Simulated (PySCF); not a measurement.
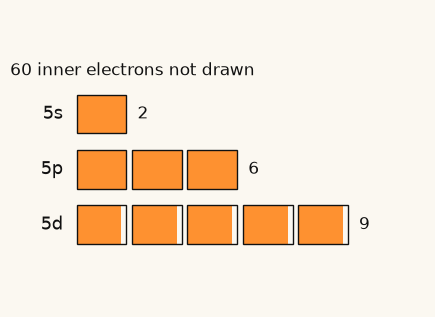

**Figure 1.** The outer shells of the nominal configuration: a box for each of the 2l + 1 orbitals, shaded by the share of the shell that is filled, with the electron count at the right.

**Run report: Bi⁶⁺, atomic calculation**

System: Bi⁶⁺, configuration 1s2 2s2 2p6 3s2 3p6 3d10 4s2 4p6 4d10 4f14 5s2 5p6 5d9, multiplicity 2.
Method: unrestricted HF, def2-SVP with ECP60, scalar-relativistic core potential (PySCF).

## Input
```python
from pyscf import gto, scf, dft, mp, cc
import basis_set_exchange as bse
txt = bse.get_basis("def2-SVP", elements=["Bi"], fmt="nwchem", header=False)
cut = txt.index("\nECP")
mol = gto.M(atom="Bi 0 0 0", charge=6, spin=1, symmetry="D2h",
            basis=gto.basis.parse(txt[:cut]),
            ecp={"Bi": gto.basis.parse_ecp(txt[cut:])})
mf = scf.UHF(mol)
mf.irrep_nelec = {'Ag': (3, 2), 'B1g': (1, 1), 'B2g': (1, 1), 'B3g': (1, 1), 'B1u': (1, 1), 'B2u': (1, 1), 'B3u': (1, 1)}
mf.kernel()
```

The script is an equivalent of what the driver set up; the driver started from orbitals of its own, so the log can be shorter than this script's would be, and it computed the properties (radii, ⟨L²⟩, response) afterwards. It held the occupations shell by shell, which the script's counts by irreducible representation don't always enforce.

The run was one of a batch that the task file lists, launched with:
```bash
OMP_NUM_THREADS=1 python <driver script> TASK.json OUT
```

## Log (extracts)
```
damping factor = 0
level_shift factor = 0
DIIS = <class 'pyscf.scf.diis.CDIIS'>
diis_start_cycle = 1
diis_space = 10
diis_damp = 0
SCF conv_tol = 1e-09
SCF conv_tol_grad = None
number electrons alpha = 9  beta = 8
cycle= 1 E= -205.049085894979  delta_E= -0.000242  |g|= 0.0057  |ddm|= 0.0309
cycle= 2 E= -205.04911380759  delta_E= -2.79e-05  |g|= 0.00211  |ddm|= 0.0101
cycle= 3 E= -205.049118255488  delta_E= -4.45e-06  |g|= 0.000119  |ddm|= 0.00569
cycle= 4 E= -205.049118267981  delta_E= -1.25e-08  |g|= 2.64e-05  |ddm|= 0.00024
cycle= 5 E= -205.049118268677  delta_E= -6.95e-10  |g|= 7.72e-07  |ddm|= 6.94e-05
converged SCF energy = -205.049118268677  <S^2> = 0.75032674  2S+1 = 2.0003267
```

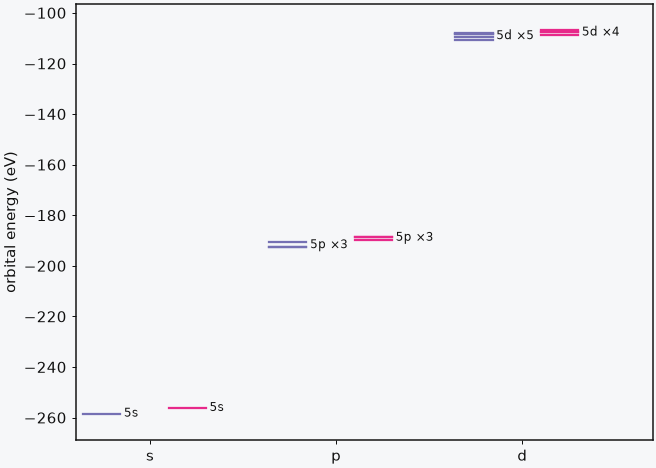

**Figure 2.** Orbital energies of the mean field, from the top down to −258.4 eV, by angular momentum, α spin at the left of each column and β at the right; ×n counts the orbitals under one label. The highest filled orbital is 5d β at −106.9 eV, the lowest empty one d β at −88.4 eV.

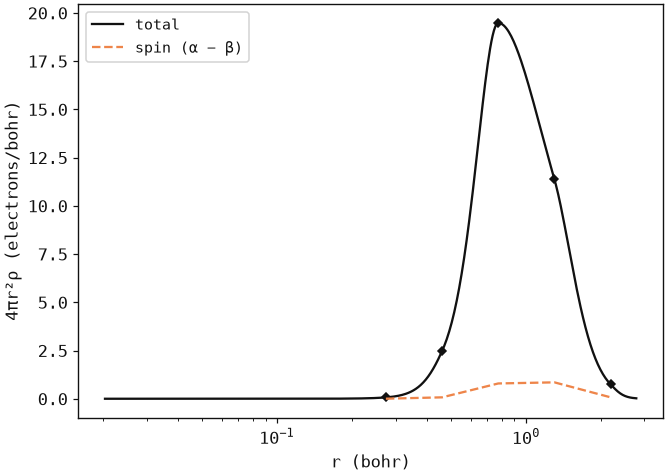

**Figure 3.** Spherically averaged radial density 4πr²ρ of the mean field (valence electrons alone, under a core potential) and its spin part; markers are the stored points, which are sparse, and the line is a monotone interpolation between them. The largest stored value is 19.5 electrons/bohr at r = 0.77 bohr. Root-mean-square radii of the shells: 5s 0.895, 5p 1.01, 5d 1.26 bohr.

## What the run reported

- outcome: converged
- total energy (valence electrons, under a core potential): −205.049118 hartree
- ⟨S²⟩: 0.750
- ⟨L²⟩: 6.00
- SCF iterations: 5
- hardware: 1 thread of Arm Neoverse V1, 23 GiB of memory available, shared host

## What is odd here

This input holds a deliberate oddity: basis of the neutral atom used for a highly charged ion. The program ran to the end. Its numbers are those of this setting; this run alone doesn't show how far the oddity moves them.
